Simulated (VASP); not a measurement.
Data:

```yaml
crystal:
  lattice:
    - [0.00000, 3.09152, 3.09152]
    - [3.09152, 0.00000, 3.09152]
    - [3.09152, 3.09152, 0.00000]
  atoms:
    - { symbol: Ta, position: [0.00000, 0.00000, 0.00000] }
    - { symbol: Te, position: [0.25000, 0.25000, 0.25000] }
```

All values below come from PBEsol GGA, VASP's PBE PAW potentials (set 64) (plane waves; VASP). Run with 400 eV cut-off, 12×12×12 Γ-centred mesh, tetrahedra with Blöchl corrections, potentials Ta_pv Te.

Unless said otherwise, spin-orbit coupling is left out, though it shifts the bands of the heavy elements here.

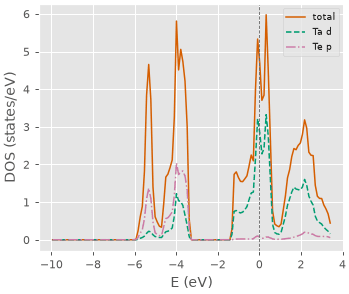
Figure: Total and projected density of states, zero at the Fermi level

Within 2 eV below the Fermi level the largest weight inside VASP's projection spheres is Ta d.

It has no gap at this level: it comes out as a metal or semimetal.

The structure was generated: TaTe was put into the zinc blende type (F-43m), which need not be its known phase. It was relaxed first, which changed the volume by -34 %. The electron count is odd and the run is not spin-polarised, which forces a metal.
